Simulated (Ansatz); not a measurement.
Relaxed PbTe (rock salt):

```
PbTe
1.0
    0.00000     3.28451     3.28451
    3.28451     0.00000     3.28451
    3.28451     3.28451     0.00000
Te Pb
1 1
Direct
  0.00000   0.00000   0.00000
  0.50000   0.50000   0.50000
```

In this cell atom 2 (Pb, nearest neighbour Te at 3.285 Å; its periodic images, 4.6 Å or more away, move with it) is moved by s towards the nearest neighbour, unit vector (-1.000, 0.000, 0.000); all other atoms and the cell stay fixed.

Calculation: PBE (plane waves to 420 eV, PAW, scalar-relativistic; Ansatz, an electronic-structure program). k mesh 7×7×7 (Γ-centred), Fermi-Dirac smearing 0.05 eV. The energy includes the smearing's −TS. Stress and pressure are positive under compression. PbTe was relaxed with its symmetry unable to fall. Spin-orbit coupling is left out, though Pb and Te are heavy. ΔE is measured from the undisplaced structure.

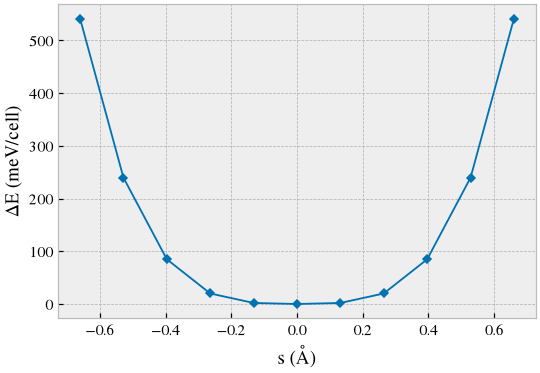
Figure. ΔE (meV/cell) against s (Å); computed points joined by lines.

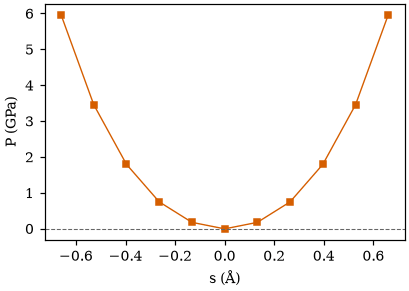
Fig. 1. P (GPa) against s (Å); one marker a computed point.

The energy at s = 0.660 Å is 542 meV/cell and the force along the line at s = -0.660 Å comes out as 3.03 eV/Å. Shape of the curve: a single well with its minimum at or next to zero displacement. Symmetry of the curve: even: the same for both signs.

With its periodic images moving along, the atom's site symmetry in this cell is m-3m.

(For displaced atoms, the force is minus the slope of the energy, and its curvature is a force constant, which sets phonon frequencies.)
